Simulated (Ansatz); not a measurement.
**Sn₅H₇ (charge +1): geometry relaxation (part 2 of 3)**

Sn₅H₇, charge +1; RKS PBE-D4/def2-SVP (Ansatz 0.2.0). The geometry: GFN2-xTB start.

Geometry of the input (Å):
```
Sn -1.2102  -2.2970  0.1060
Sn -0.4805  0.5830  -0.1065
Sn -1.0494  1.9962  -2.6946
Sn 0.1105  -1.5762  3.3828
Sn 2.2690  0.8309  0.8113
H  -2.0781  2.0194  -4.1397
H  1.3736  -1.1568  4.6089
H  -1.6710  -2.3593  -1.7505
H  1.5091  -1.2056  1.2701
H  1.0753  -0.1828  -1.1006
H  0.1749  3.0232  -3.5302
H  -0.0231  0.3250  3.1430
```

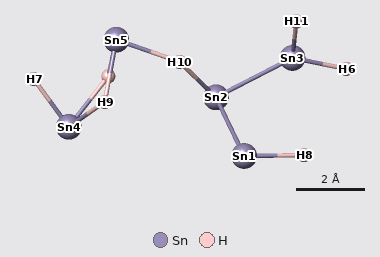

*The geometry at step 15 of the log (ball-and-stick view, seen on its broad side; atoms are numbered from 1 in the order of the input).*

**Trajectory as extended XYZ, continued**
```
12
Properties=species:S:1:pos:R:3:forces:R:3 step=4 energy=-29262.97552
Sn   -1.2901   -2.3425   -0.1930    0.0335  -0.0170  -0.2130
Sn   -0.6952    0.5860   -0.1879   -0.1353  -0.1381  -0.1815
Sn   -0.8600    1.8799   -2.7364    0.1022  -0.0456  -0.1914
Sn    0.3203   -1.3845    3.2274   -0.2747  -0.1650   0.3842
Sn    2.0016    0.6458    1.0891   -0.1603   0.2976   0.4029
H    -2.1604    1.9138   -3.9207    0.0393   0.0117   0.2495
H     1.6226   -1.1136    4.4292    0.1596   0.0590  -0.2619
H    -1.7574   -2.3764   -1.9324   -0.0915   0.0411  -0.0287
H     1.3979   -1.1283    1.6143    0.1525  -0.2159  -0.1211
H     0.9923   -0.0531   -0.9013   -0.1337   0.0358   0.2024
H     0.3373    2.9596   -3.4236    0.0119  -0.1040   0.0541
H     0.0912    0.4133    2.9353    0.2965   0.2405  -0.2956
12
Properties=species:S:1:pos:R:3:forces:R:3 step=5 energy=-29263.27699
Sn   -1.2871   -2.3636   -0.2510    0.0328  -0.0221  -0.3020
Sn   -0.7592    0.5612   -0.2175    0.0000  -0.0875  -0.2175
Sn   -0.8197    1.8492   -2.7489    0.0391  -0.0624  -0.0847
Sn    0.3005   -1.3735    3.2402   -0.2224  -0.2176   0.3968
Sn    1.8991    0.7099    1.2440   -0.2903   0.1022   0.4622
H    -2.1722    1.9110   -3.8665    0.0686   0.0300   0.1824
H     1.6872   -1.0899    4.3491    0.0829   0.0604  -0.2256
H    -1.8008   -2.3652   -1.9831   -0.0700   0.0285   0.0634
H     1.4037   -1.1756    1.6497    0.2301  -0.0966  -0.2099
H     0.9669   -0.0499   -0.8287   -0.2097   0.0328   0.1887
H     0.3766    2.9351   -3.4223   -0.0033  -0.1105   0.0346
H     0.2050    0.4511    2.8349    0.3421   0.3428  -0.2885
12
Properties=species:S:1:pos:R:3:forces:R:3 step=6 energy=-29263.50081
Sn   -1.2649   -2.3772   -0.3173    0.0545   0.0077  -0.2275
Sn   -0.7994    0.5423   -0.2529    0.0471  -0.1004  -0.1306
Sn   -0.7983    1.8239   -2.7585   -0.0105  -0.0487  -0.0108
Sn    0.2736   -1.3642    3.2650   -0.0874  -0.2047   0.2105
Sn    1.7921    0.7438    1.4035    0.0016  -0.0344   0.0786
H    -2.1764    1.9216   -3.8311    0.0409   0.0238   0.1164
H     1.7277   -1.0631    4.2877    0.0245   0.0613  -0.1763
H    -1.8412   -2.3573   -2.0185   -0.0799   0.0149   0.0012
H     1.4324   -1.2290    1.6548    0.0896   0.1625  -0.0237
H     0.9300   -0.0544   -0.7719   -0.1862   0.0094   0.1648
H     0.3953    2.9080   -3.4222    0.0409  -0.0839   0.0058
H     0.3289    0.5055    2.7615    0.0650   0.1926  -0.0083
12
Properties=species:S:1:pos:R:3:forces:R:3 step=7 energy=-29263.60499
Sn   -1.2538   -2.4005   -0.5144    0.1430  -0.0565   0.0378
Sn   -0.8475    0.4982   -0.2329   -0.0990   0.0081  -0.0771
Sn   -0.7673    1.7733   -2.7336   -0.1007  -0.0537   0.0972
Sn    0.2552   -1.3542    3.2919    0.1826   0.0737   0.0025
Sn    1.7855    0.7920    1.4537   -0.0430  -0.0946  -0.0344
H    -2.1798    1.9235   -3.7486    0.0502   0.0350   0.0467
H     1.7872   -1.0052    4.1754   -0.0266  -0.0059   0.0026
H    -1.9390   -2.3506   -2.1555   -0.1174   0.0791  -0.1444
H     1.4629   -1.1366    1.7059    0.0175  -0.0324  -0.0707
H     0.8648   -0.1161   -0.6408    0.0494  -0.0225   0.0983
H     0.4468    2.8198   -3.4035    0.0805  -0.0458  -0.0619
H     0.3850    0.5564    2.8023   -0.1365   0.1154   0.1033
12
Properties=species:S:1:pos:R:3:forces:R:3 step=8 energy=-29263.64437
Sn   -1.1935   -2.4385   -0.6965    0.0316  -0.0267  -0.0972
Sn   -0.9287    0.4453   -0.2261   -0.1999   0.0035  -0.0081
Sn   -0.7526    1.7407   -2.6952   -0.0323  -0.0059   0.0050
Sn    0.3372   -1.2925    3.3107   -0.1713  -0.2621   0.2560
Sn    1.7161    0.7677    1.4700    0.3359   0.4836  -0.2890
H    -2.1720    1.9569   -3.6818    0.0228   0.0355   0.0307
H     1.8860   -0.9466    4.1575    0.0029   0.0759  -0.0456
H    -2.0215   -2.2829   -2.2823   -0.0193   0.0452   0.0137
H     1.4816   -1.1479    1.6587   -0.1523  -0.0036   0.1904
H     0.8104   -0.1752   -0.4811    0.0895   0.0173   0.0186
H     0.5072    2.7047   -3.4159    0.0284  -0.0915  -0.0074
H     0.3298    0.6683    2.8820    0.0641  -0.2712  -0.0670
12
Properties=species:S:1:pos:R:3:forces:R:3 step=9 energy=-29263.73273
Sn   -1.1446   -2.4380   -0.8820   -0.0956   0.0354  -0.2245
Sn   -1.0354    0.4297   -0.1941   -0.1695  -0.0062   0.0273
Sn   -0.7498    1.6817   -2.6680   -0.0002   0.0439  -0.0416
Sn    0.3965   -1.2984    3.3944    0.0202   0.0085  -0.0250
Sn    1.7261    0.8171    1.4201   -0.0505   0.0465   0.0190
H    -2.1724    1.9647   -3.6308    0.0287   0.0278   0.0037
H     1.9583   -0.9103    4.1981   -0.0170   0.0794  -0.0490
H    -2.0777   -2.1923   -2.4201    0.0955   0.0097   0.1578
H     1.4547   -1.0859    1.6914    0.0068  -0.1219   0.1537
H     0.7400   -0.1700   -0.3585    0.1222   0.1124   0.0632
H     0.5561    2.5613   -3.4305   -0.0402  -0.1354   0.0392
H     0.3483    0.6404    2.8800    0.0996  -0.1002  -0.1238
12
Properties=species:S:1:pos:R:3:forces:R:3 step=10 energy=-29263.82650
Sn   -1.0836   -2.3888   -1.0639   -0.1458   0.1390  -0.2138
Sn   -1.1600    0.4538   -0.1466   -0.1756  -0.1092  -0.0652
Sn   -0.7690    1.5997   -2.6538   -0.0039   0.0897  -0.0186
Sn    0.4371   -1.3079    3.4514    0.0901  -0.0207  -0.0081
Sn    1.7252    0.7991    1.4144    0.2397  -0.0047   0.0277
H    -2.1856    1.9561   -3.6023    0.0521  -0.0105  -0.0049
H     2.0078   -0.8426    4.2018   -0.0626   0.0748  -0.0117
H    -2.1011   -2.0719   -2.5363    0.1140  -0.0229   0.1464
H     1.4820   -1.1146    1.7626    0.0659  -0.1346  -0.0009
H     0.6815   -0.0668   -0.2164    0.0257   0.1333   0.0937
H     0.5834    2.3836   -3.4457   -0.0788  -0.1596   0.0609
H     0.3822    0.6002    2.8349   -0.1208   0.0254  -0.0054
12
Properties=species:S:1:pos:R:3:forces:R:3 step=11 energy=-29263.93232
Sn   -1.0711   -2.3421   -1.2130   -0.0767   0.2085  -0.1076
Sn   -1.2884    0.4582   -0.1073    0.1401  -0.1313  -0.1076
Sn   -0.7922    1.5432   -2.6279   -0.0172   0.0354   0.0156
Sn    0.4804   -1.3104    3.4706    0.0782  -0.0002  -0.0160
Sn    1.8077    0.7648    1.4226   -0.1045  -0.2671   0.1435
H    -2.1855    1.9405   -3.5929    0.0444  -0.0259  -0.0150
H     2.0238   -0.7646    4.2160   -0.0307   0.0746   0.0140
H    -2.1195   -1.9930   -2.6406    0.0386  -0.0139   0.0476
H     1.5459   -1.1689    1.8010    0.0742   0.0301  -0.0720
H     0.6285    0.0599   -0.0782   -0.0774   0.1919   0.1592
H     0.5989    2.2362   -3.4409   -0.1025  -0.1526   0.0936
H     0.3715    0.5761    2.7907    0.0334   0.0503  -0.1554
12
Properties=species:S:1:pos:R:3:forces:R:3 step=12 energy=-29264.02516
Sn   -1.0644   -2.2576   -1.3504    0.0476   0.1543   0.0398
Sn   -1.3347    0.4709   -0.0557    0.1237  -0.1017  -0.1894
Sn   -0.8385    1.4777   -2.6108   -0.0120   0.0395   0.0724
Sn    0.5108   -1.3152    3.4798    0.0067  -0.0337   0.0708
Sn    1.8807    0.7070    1.4650    0.0595  -0.1181   0.2037
H    -2.2019    1.9040   -3.6037    0.0338  -0.0593   0.0061
H     2.0216   -0.6839    4.2303   -0.0194   0.0566  -0.0172
H    -2.1389   -1.9121   -2.7394   -0.0564   0.0494  -0.0736
H     1.5989   -1.2277    1.8246    0.0454   0.0484  -0.0703
H     0.6197    0.1969    0.0599   -0.1920   0.1027  -0.0455
H     0.5873    2.0912   -3.4231   -0.0918  -0.1463   0.0759
H     0.3594    0.5488    2.7234    0.0549   0.0082  -0.0728
12
Properties=species:S:1:pos:R:3:forces:R:3 step=13 energy=-29264.09387
Sn   -1.0387   -2.1326   -1.4957    0.0862   0.0262   0.1008
Sn   -1.3822    0.4833   -0.0147    0.2029  -0.0221  -0.1849
Sn   -0.8901    1.4006   -2.5986   -0.0464   0.0795   0.1071
Sn    0.5392   -1.3322    3.5115   -0.0144   0.0274   0.0805
Sn    1.9507    0.6463    1.5243   -0.0068  -0.0487   0.1376
H    -2.2303    1.8233   -3.6195    0.0284  -0.0682   0.0085
H     2.0251   -0.6102    4.2412    0.0145  -0.0042  -0.0514
H    -2.1491   -1.7806   -2.8495   -0.0644   0.0858  -0.1307
H     1.6348   -1.2808    1.8480    0.0019   0.0517  -0.0429
H     0.5917    0.3470    0.1546   -0.1660   0.0442  -0.0739
H     0.5711    1.9179   -3.4069   -0.0797  -0.1341   0.0408
H     0.3780    0.5180    2.7053    0.0437  -0.0373   0.0086
12
Properties=species:S:1:pos:R:3:forces:R:3 step=14 energy=-29264.14627
Sn   -1.0196   -2.0314   -1.6292    0.0482  -0.1083   0.0833
Sn   -1.3488    0.4852    0.0028    0.0835   0.0344  -0.0695
Sn   -0.9678    1.3608   -2.6016    0.0620   0.0955   0.0362
Sn    0.5562   -1.3436    3.5767   -0.0114   0.0325   0.0603
Sn    1.9835    0.6127    1.6198    0.0244   0.0352   0.0365
H    -2.2863    1.7443   -3.6597    0.0154  -0.0490   0.0284
H     2.0623   -0.5808    4.2336    0.0381  -0.0221  -0.0608
H    -2.1417   -1.6283   -2.9718    0.0145   0.1096  -0.1006
H     1.6274   -1.3053    1.8800   -0.0519   0.0149   0.0011
H     0.6091    0.4531    0.2050   -0.0903   0.0085  -0.0440
H     0.5337    1.7324   -3.4188   -0.1220  -0.0913   0.0071
H     0.3920    0.5007    2.7631   -0.0106  -0.0598   0.0219
12
Properties=species:S:1:pos:R:3:forces:R:3 step=15 energy=-29264.19065
Sn   -1.0073   -2.0087   -1.6750   -0.0525  -0.0033   0.0007
Sn   -1.3346    0.4861    0.0103    0.0315   0.0235   0.1031
Sn   -1.0076    1.3586   -2.5924    0.1790  -0.0170  -0.1312
Sn    0.5707   -1.3462    3.6437    0.0344   0.0657  -0.0320
Sn    1.9937    0.5974    1.6872   -0.0293   0.0073  -0.0136
H    -2.3251    1.6853   -3.6676   -0.0090  -0.0178   0.0246
H     2.1281   -0.5781    4.1895    0.0076   0.0018  -0.0764
H    -2.0635   -1.4676   -3.0475    0.1192   0.0699  -0.0344
H     1.5660   -1.3097    1.8910   -0.0354  -0.0508   0.0184
H     0.6047    0.5301    0.2442   -0.0168  -0.0142  -0.0187
H     0.4973    1.5824   -3.4712   -0.1900  -0.0406   0.0465
H     0.3776    0.4702    2.7880   -0.0386  -0.0245   0.1131
12
Properties=species:S:1:pos:R:3:forces:R:3 step=16 energy=-29264.24135
Sn   -1.0185   -1.9700   -1.6813   -0.0874  -0.0630  -0.0526
Sn   -1.3235    0.5019    0.0470   -0.0430   0.0515   0.1301
Sn   -1.0205    1.3124   -2.5823    0.1324   0.0224  -0.2323
Sn    0.5761   -1.3438    3.6724    0.0487  -0.0222   0.0566
Sn    1.9653    0.5772    1.7300    0.1282   0.0930  -0.0689
H    -2.3467    1.6292   -3.6496   -0.0377  -0.0036   0.0400
H     2.1721   -0.5631    4.1099   -0.0112  -0.0122  -0.0478
H    -1.9540   -1.3244   -3.1221    0.2083   0.0916   0.0322
H     1.5243   -1.3360    1.8895   -0.1151   0.0034   0.0463
H     0.6041    0.5473    0.2410   -0.0021  -0.0358   0.0215
H     0.4560    1.4881   -3.5201   -0.1690  -0.0642   0.0717
H     0.3653    0.4812    2.8655   -0.0521  -0.0609   0.0030
12
Properties=species:S:1:pos:R:3:forces:R:3 step=17 energy=-29264.30700
Sn   -1.0392   -1.9724   -1.6590   -0.1098   0.0889  -0.1126
Sn   -1.3259    0.5291    0.0683   -0.0600   0.0121   0.1556
Sn   -1.0396    1.2796   -2.5930    0.0996  -0.0840  -0.2033
Sn    0.5866   -1.3466    3.7084    0.1234   0.0756  -0.0551
Sn    1.9768    0.5736    1.7449   -0.0364  -0.0436  -0.0056
H    -2.3843    1.6075   -3.6333   -0.0350   0.0037   0.0227
H     2.2058   -0.5523    4.0629   -0.0326  -0.0224  -0.0395
H    -1.8132   -1.1959   -3.1645    0.2532   0.0920   0.1016
H     1.4540   -1.3284    1.8885   -0.0302  -0.0520   0.0452
H     0.5971    0.5338    0.2614    0.0304  -0.0198   0.0015
H     0.4228    1.4169   -3.5539   -0.1523  -0.0686   0.0400
H     0.3592    0.4551    2.8693   -0.0503   0.0181   0.0495
12
Properties=species:S:1:pos:R:3:forces:R:3 step=18 energy=-29264.38344
Sn   -1.0550   -1.9524   -1.6369   -0.0832   0.0995  -0.0992
Sn   -1.3412    0.5590    0.0998   -0.0743  -0.0010   0.1108
Sn   -1.0585    1.2188   -2.6055    0.0231  -0.0740  -0.1764
Sn    0.5986   -1.3390    3.7209    0.0948   0.0169   0.0161
Sn    1.9636    0.5547    1.7465   -0.0063   0.0031  -0.0446
H    -2.4142    1.5925   -3.6177   -0.0255  -0.0041   0.0300
H     2.2322   -0.5441    4.0320   -0.0604  -0.0205  -0.0462
H    -1.6712   -1.0641   -3.1909    0.2533   0.1313   0.1226
H     1.4301   -1.3525    1.8900   -0.0405  -0.0091   0.0534
H     0.5849    0.5166    0.2564    0.0328  -0.0362   0.0089
H     0.3871    1.3527   -3.5815   -0.1115  -0.0946   0.0126
H     0.3436    0.4578    2.8869   -0.0024  -0.0113   0.0120
12
Properties=species:S:1:pos:R:3:forces:R:3 step=19 energy=-29264.45670
Sn   -1.0655   -1.9285   -1.6171   -0.0385   0.0915  -0.0691
Sn   -1.3610    0.5828    0.1269   -0.0803   0.0016   0.0696
Sn   -1.0811    1.1708   -2.6177    0.0229  -0.0536  -0.1749
Sn    0.6084   -1.3357    3.7359    0.0956   0.0088   0.0446
Sn    1.9537    0.5381    1.7399   -0.0160   0.0129  -0.0495
H    -2.4453    1.5826   -3.6051   -0.0150  -0.0125   0.0388
H     2.2502   -0.5335    4.0041   -0.0713  -0.0277  -0.0359
H    -1.5265   -0.9340   -3.2034    0.1845   0.1195   0.1230
H     1.4097   -1.3715    1.8977   -0.0390   0.0081   0.0415
H     0.5695    0.4936    0.2506    0.0276  -0.0554   0.0088
H     0.3506    1.2807   -3.6099   -0.0880  -0.0736   0.0157
H     0.3372    0.4546    2.8981    0.0175  -0.0195  -0.0126
12
Properties=species:S:1:pos:R:3:forces:R:3 step=20 energy=-29264.49479
Sn   -1.0514   -1.8902   -1.5892    0.0103  -0.0148   0.0516
Sn   -1.3979    0.6099    0.1408   -0.0206   0.0245   0.0203
Sn   -1.0939    1.1299   -2.6455    0.0278   0.2314  -0.0338
Sn    0.6260   -1.3384    3.7618    0.0882   0.0466  -0.0003
Sn    1.9349    0.5282    1.7120   -0.0867  -0.0421   0.0103
H    -2.4790    1.5735   -3.5905    0.0085  -0.0228   0.0346
H     2.2617   -0.5233    3.9807   -0.0149  -0.0192  -0.0008
H    -1.3895   -0.7968   -3.1780    0.0290  -0.1321  -0.0495
H     1.3827   -1.3784    1.9143   -0.0019  -0.0283  -0.0045
H     0.5418    0.4307    0.2362   -0.0160  -0.0635   0.0026
H     0.3229    1.2167   -3.6454   -0.0165  -0.0038  -0.0169
H     0.3416    0.4381    2.9027   -0.0073   0.0240  -0.0135
12
Properties=species:S:1:pos:R:3:forces:R:3 step=21 energy=-29264.52579
Sn   -1.0033   -1.8452   -1.5116   -0.0586   0.1805  -0.0102
Sn   -1.4478    0.6829    0.1369    0.0346  -0.0328   0.0497
Sn   -1.0756    1.1958   -2.6457   -0.0123  -0.0306  -0.0472
Sn    0.6605   -1.3184    3.7981    0.0516   0.0188   0.0211
Sn    1.8727    0.4906    1.6420   -0.0318   0.0176  -0.0067
H    -2.4955    1.5524   -3.5792    0.0369  -0.0033   0.0241
H     2.2926   -0.4924    3.9646   -0.0263   0.0015  -0.0226
H    -1.2882   -0.7777   -3.1316    0.0534  -0.1120  -0.0002
H     1.3725   -1.4178    1.9359   -0.0113  -0.0215  -0.0070
H     0.4643    0.2545    0.1817   -0.0220  -0.0552   0.0006
H     0.3230    1.2469   -3.6719   -0.0106   0.0474  -0.0076
H     0.3247    0.4285    2.8808   -0.0036  -0.0104   0.0060
12
Properties=species:S:1:pos:R:3:forces:R:3 step=22 energy=-29264.54934
Sn   -1.0162   -1.7313   -1.4447    0.0066  -0.2257   0.0324
Sn   -1.4662    0.7490    0.1649    0.0849   0.0925  -0.0131
Sn   -1.0592    1.2112   -2.6393   -0.0462   0.0132  -0.1371
Sn    0.7001   -1.3086    3.8374    0.0514   0.0496  -0.0748
Sn    1.8214    0.4770    1.5894   -0.0363  -0.0569   0.0636
H    -2.4991    1.5196   -3.5634    0.0536   0.0023   0.0625
H     2.3170   -0.4523    3.9363   -0.0012   0.0228  -0.0199
H    -1.1840   -0.8037   -3.1560    0.0458   0.1119   0.0720
H     1.3498   -1.4344    1.9504    0.0223  -0.0264   0.0092
H     0.4060    0.0659    0.1496   -0.1473  -0.0307  -0.0656
H     0.3211    1.3033   -3.6877   -0.0099   0.0355   0.0313
H     0.3093    0.4042    2.8632   -0.0239   0.0118   0.0393
12
Properties=species:S:1:pos:R:3:forces:R:3 step=23 energy=-29264.59424
Sn   -1.0246   -1.7161   -1.3512   -0.0004  -0.0464   0.0390
Sn   -1.4694    0.8215    0.1631    0.1410   0.0005  -0.0571
Sn   -1.0446    1.2223   -2.6618   -0.0290  -0.0358  -0.0203
Sn    0.7405   -1.2989    3.8542    0.0317   0.0173  -0.0170
Sn    1.7428    0.4506    1.5417    0.0626   0.0239   0.0434
H    -2.5095    1.5100   -3.5514    0.0647  -0.0254   0.0334
H     2.3386   -0.4006    3.8853   -0.0083   0.0170  -0.0277
H    -1.0632   -0.7696   -3.0898    0.0198   0.0736   0.0606
H     1.3481   -1.4762    1.9556   -0.0265   0.0479   0.0262
H     0.3341   -0.1084    0.0894   -0.2423  -0.0317  -0.1116
H     0.3298    1.3680   -3.7083   -0.0059   0.0347   0.0331
H     0.2773    0.3975    2.8733   -0.0073  -0.0755  -0.0021
12
Properties=species:S:1:pos:R:3:forces:R:3 step=24 energy=-29264.63649
Sn   -1.0324   -1.7018   -1.2582   -0.0679  -0.0458   0.0062
Sn   -1.4609    0.8847    0.1681    0.1769  -0.0409  -0.0491
Sn   -1.0190    1.2286   -2.6633   -0.0417  -0.0213   0.0252
Sn    0.7830   -1.2954    3.8709    0.0343   0.0707  -0.0908
Sn    1.6935    0.4488    1.4922   -0.0416  -0.0332   0.1206
H    -2.4948    1.4815   -3.5396    0.0492  -0.0267  -0.0029
H     2.3589   -0.3530    3.8325   -0.0164   0.0277  -0.0560
H    -0.9810   -0.7398   -3.0150    0.0374   0.0515   0.0381
H     1.3173   -1.4681    1.9572    0.0462  -0.0346  -0.0409
H     0.2373   -0.2599    0.0141   -0.1587   0.0258  -0.0556
H     0.3524    1.4323   -3.7016    0.0017   0.0145   0.0411
H     0.2457    0.3421    2.8428   -0.0195   0.0124   0.0641
12
Properties=species:S:1:pos:R:3:forces:R:3 step=25 energy=-29264.66907
Sn   -1.1170   -1.7074   -1.1820   -0.0986   0.0471  -0.1273
Sn   -1.4015    0.9317    0.1951    0.0900  -0.1303  -0.1179
Sn   -0.9915    1.2312   -2.6370   -0.0040   0.0105   0.0128
Sn    0.8183   -1.2944    3.8400    0.0362  -0.0136   0.0487
Sn    1.6042    0.4627    1.4782    0.1604   0.1324   0.0441
H    -2.4559    1.4351   -3.5386    0.0204  -0.0087  -0.0127
H     2.3597   -0.2907    3.7097   -0.0018   0.0293  -0.0170
H    -0.8874   -0.7101   -2.9348   -0.0114  -0.0488   0.1228
H     1.3387   -1.4836    1.9210   -0.0865   0.0491  -0.0185
H     0.1490   -0.4066   -0.0784   -0.1153   0.0657  -0.0069
H     0.3894    1.4899   -3.6500    0.0096  -0.0107   0.0517
H     0.1938    0.3423    2.8769    0.0009  -0.1221   0.0203
```
